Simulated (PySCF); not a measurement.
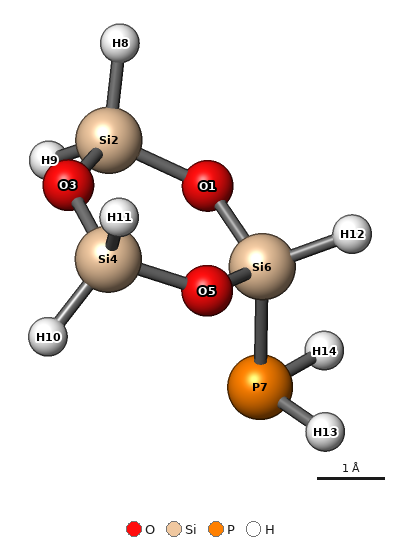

Figure 1. The input geometry (ball-and-stick view, seen at a tilt; atoms are numbered from 1 in the order of the input).

# Core-level calculation of Si₃PH₇O₃

System: Si₃PH₇O₃.
Method: delta-SCF UKS SCAN, pcX-2 on the ionised atom, pcseg-1 elsewhere, spin-free X2C (PySCF 2.14.0).

**Log**
```
ground state, core basis on atom 1 (Si), 191 functions
  cycle   1  E = -1442.21407253  |g| = 1.18e+00
  cycle   2  E = -1441.54464197  |g| = 2.19e+00
  cycle   3  E = -1442.46893001  |g| = 1.30e-01
  cycle   4  E = -1442.47254065  |g| = 6.04e-02
  cycle   5  E = -1442.47373953  |g| = 1.76e-02
  cycle   6  E = -1442.47381802  |g| = 7.39e-03
  cycle   7  E = -1442.47382890  |g| = 2.76e-03
  cycle   8  E = -1442.47383477  |g| = 3.66e-04
  E(ground) = -1442.56149985 Eh
hole in Si 2p of atom 1
  cycle   1  E = -1438.16031225  |g| = 1.24e+00
  cycle   2  E = -1436.54988243  |g| = 1.59e+00
[... 9 cycles left out ...]
  E(ion) = -1438.57487919 Eh   <S^2> = 0.7512   hole on atom = 1.003   binding energy = 108.481 eV
  2p3/2 = 108.221 eV   2p1/2 = 108.848 eV
ground state, core basis on atom 2 (O), 180 functions
[... 6 cycles left out ...]
  E(ground) = -1442.52712092 Eh
hole in O 1s of atom 2
[... 11 cycles left out ...]
  E(ion) = -1422.75197313 Eh   <S^2> = 0.7620   hole on atom = 1.000   binding energy = 538.109 eV
ground state, core basis on atom 4 (O), 180 functions
[... 7 cycles left out ...]
  E(ground) = -1442.52693774 Eh
hole in O 1s of atom 4
[... 11 cycles left out ...]
  E(ion) = -1422.75434485 Eh   <S^2> = 0.7621   hole on atom = 1.000   binding energy = 538.040 eV
ground state, core basis on atom 5 (Si), 191 functions
[... 7 cycles left out ...]
  E(ground) = -1442.56146711 Eh
hole in Si 2p of atom 5
[... 10 cycles left out ...]
  E(ion) = -1438.58348768 Eh   <S^2> = 0.7512   hole on atom = 1.003   binding energy = 108.246 eV
  2p3/2 = 107.993 eV   2p1/2 = 108.619 eV
ground state, core basis on atom 6 (P), 191 functions
[... 6 cycles left out ...]
  E(ground) = -1442.57719147 Eh
hole in P 2p of atom 6
  cycle   1  E = -1437.05404334  |g| = 1.38e+00
  cycle   2  E = -1435.33239659  |g| = 1.67e+00
  cycle   3  E = -1437.12310012  |g| = 7.29e-01
  cycle   4  E = -1437.41746048  |g| = 2.06e-01
  cycle   5  E = -1437.43615722  |g| = 1.54e-01
  cycle   6  E = -1437.44451608  |g| = 5.35e-02
  cycle   7  E = -1437.44553365  |g| = 2.18e-02
  cycle   8  E = -1437.44571507  |g| = 3.59e-03
  cycle   9  E = -1437.44572305  |g| = 1.66e-03
  cycle  10  E = -1437.44572487  |g| = 4.96e-04
  E(ion) = -1437.55575547 Eh   <S^2> = 0.7536   hole on atom = 1.002   binding energy = 136.640 eV
  2p3/2 = 136.406 eV   2p1/2 = 137.298 eV
```

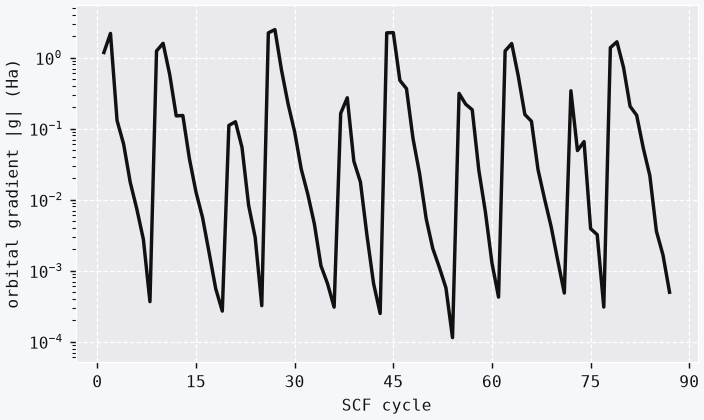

Figure 2. Convergence of the self-consistent field: orbital gradient |g| against the SCF cycle. All cycles printed in the log are drawn one after another.

This output came from the following input.

**Input**
```
{"job": {"kind": "xps", "holes": 5}, "charge": 0, "multiplicity": 1}
O     -0.038572     1.154463    -0.801387
Si     1.511052     1.438055    -0.264941
O      2.048717     0.038729     0.454069
Si     1.364071    -1.460960     0.664656
O     -0.168877    -1.401241     0.018753
Si    -1.053670    -0.153757    -0.636781
P     -2.669123     0.397258     0.825715
H      2.376191     1.768285    -1.426497
H      1.502040     2.536240     0.735123
H      1.284703    -1.768443     2.115586
H      2.160742    -2.480841    -0.064881
H     -1.535285    -0.561137    -1.982409
H     -3.451766    -0.753924     0.500279
H     -3.336826     1.232793    -0.122813
```

The first line tells a small driver script what to run in PySCF; the rest is the geometry in Å.

Command:
```bash
OMP_NUM_THREADS=1 python <driver script> task.json out
```

**Summary**

| quantity | value |
| --- | --- |
| outcome | converged |
| hardware | 1 CPU thread, shared host |
| wall time | 74 s |
| peak memory | 0.69 GiB |
